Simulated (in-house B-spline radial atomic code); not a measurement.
```
Z = 48
electrons = 48.0
configuration = [Kr] 4d10 5s2
hamiltonian = nr
method = pbe0
lmax = 9
spin_polarised = False
box_radius = 40.0
intervals = 57
ion_configuration = [Kr] 4d10 5s1
```

Launched with:
```bash
python run_gw.py task.json out
```

All-electron spherical atom, non-relativistic, PBE0 start, no spin-orbit coupling, Breit or QED terms; computed with a B-spline radial code. The quasi-particle equation is solved at full frequency; levels of low quasi-particle weight Z are left out.

Parts of the G₀W₀ correction to each level for neutral cadmium:

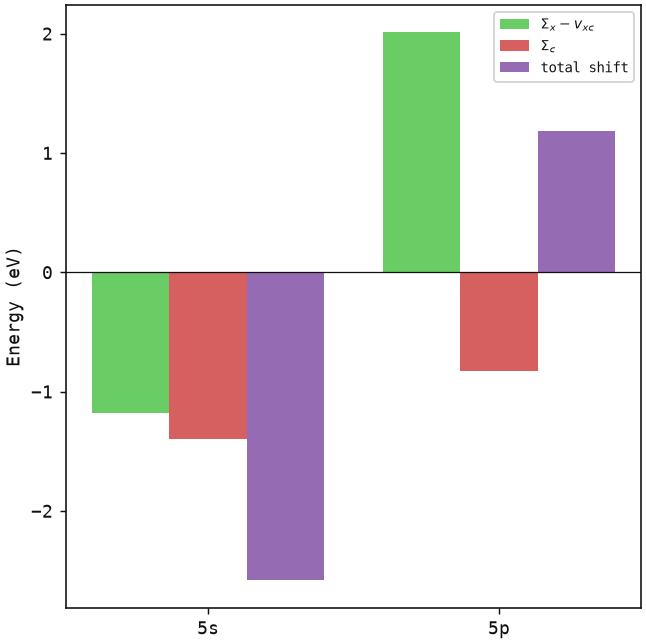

G₀W₀ moves the highest occupied level, 5s, from −5.95 to −8.53 eV (renormalisation factor Z = 0.88); the measured removal energy is 8.99 eV, so the error is −0.46 eV. The empty level 5p goes from −0.75 to 0.43 eV.

| Level | Mean field (eV) | Σx − vxc (eV) | Σc (eV) | Z | G₀W₀ (eV) |
| --- | --- | --- | --- | --- | --- |
| 5s | −5.95 | −1.18 | −1.40 | 0.88 | −8.53 |
| 5p | −0.75 | 2.01 | −0.83 | 0.93 | 0.43 |

Caveat: relativity, absent here, matters against the tabulated value.
